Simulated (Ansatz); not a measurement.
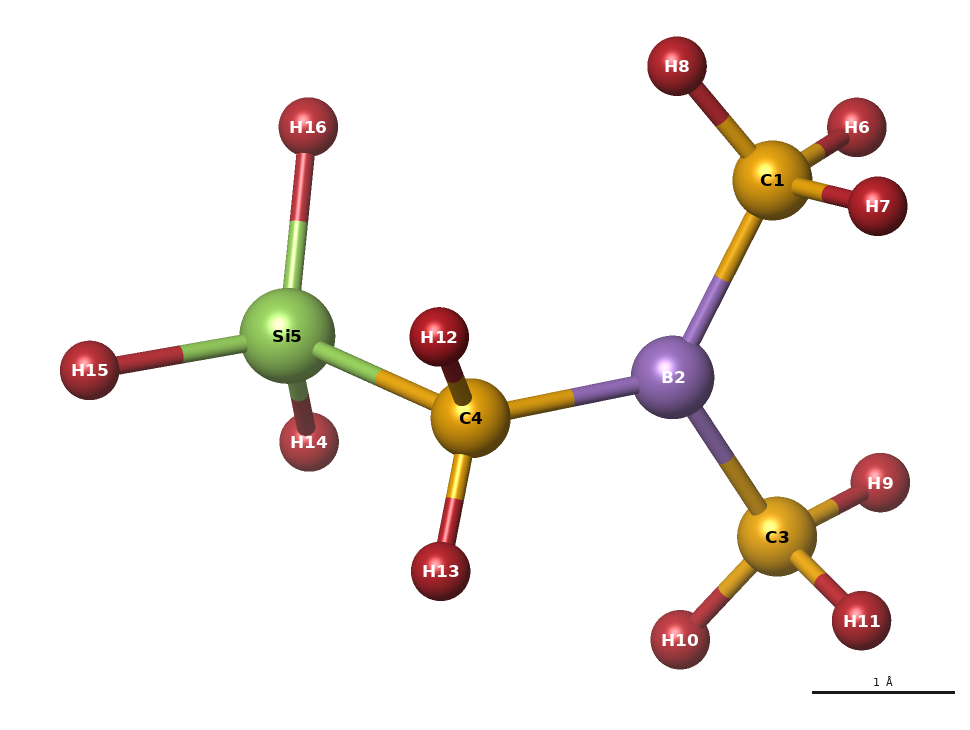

The geometry was computed by an optimisation with PBE-D4/def2-SVP. No frequency run is at hand to confirm it as a minimum.

What is the geometry at C4?

Answer. C4 has 4 neighbours (B2 at 1.57, Si5 at 1.90, H12 at 1.11, H13 at 1.11 Å); the arrangement is tetrahedral.

What is the geometry at B2?

Answer. B2 has 3 neighbours (C1 at 1.58, C3 at 1.58, C4 at 1.57 Å); the arrangement is trigonal planar.

How are the neighbours of atom 5 arranged?

Answer. Si5 has 4 neighbours (C4 at 1.90, H14 at 1.51, H15 at 1.51, H16 at 1.51 Å); the arrangement is tetrahedral.

How are the neighbours of atom 1 arranged?

Answer. C1 has 4 neighbours (B2 at 1.58, H6 at 1.11, H7 at 1.12, H8 at 1.11 Å); the arrangement is tetrahedral.

What is the dihedral angle C3–B2–C4–Si5?

Answer. 92° in size, that is about perpendicular.
